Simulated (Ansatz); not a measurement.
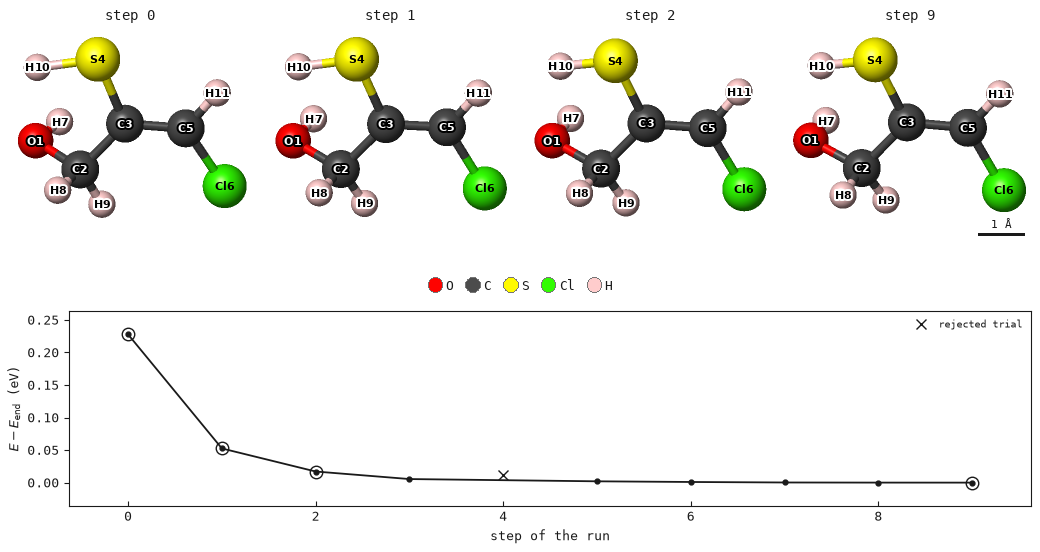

Frames of a relaxation of C3H5ClOS, marked on the history of the run. Style: ball-and-stick. Shown at a tilt.

The run prepares an end point of a later path (hydrogen shift) calculation, from a guessed geometry.

All numbers below come from Ansatz, RKS PBE-D4/def2-SVP. Set-up: no spin polarisation; force threshold 0.02 eV/Å; at most 50 steps.

> Describe the path.

The energy falls by 0.228 eV in 8 accepted moves (9 points after the start). The largest force component goes from 1.6 to 0.0092 eV/Å. The line search rejected the trial step at point 4 of the run. H7 moves most after the best rigid fit: 0.32 Å. Largest moves by element: H 0.32 Å, O 0.17 Å, Cl 0.12 Å, C 0.07 Å, S 0.06 Å. Near-neighbour distances that change, for instance: C2–H9 1.066 → 1.112 Å, O1–H7 1.019 → 0.977 Å, C5–Cl6 1.713 → 1.743 Å, C2–C3 1.488 → 1.517 Å. Bond angles that change, for instance: S4–C3–C5 115.2° → 119.6°, C3–S4–H10 95.2° → 91.7°, O1–C2–C3 109.6° → 112.9°. The run took 15 s on 2 threads of Intel(R) Xeon(R) 6975P-C (Granite Rapids), on a shared host, peak memory 0.18 GiB. From step 0 to 1: H7 moves most (0.16 Å), energy −0.175 eV. From step 1 to 2: H10 moves most (0.11 Å), energy −0.035 eV. From step 2 to 9: H7 moves most (0.11 Å), energy −0.017 eV.
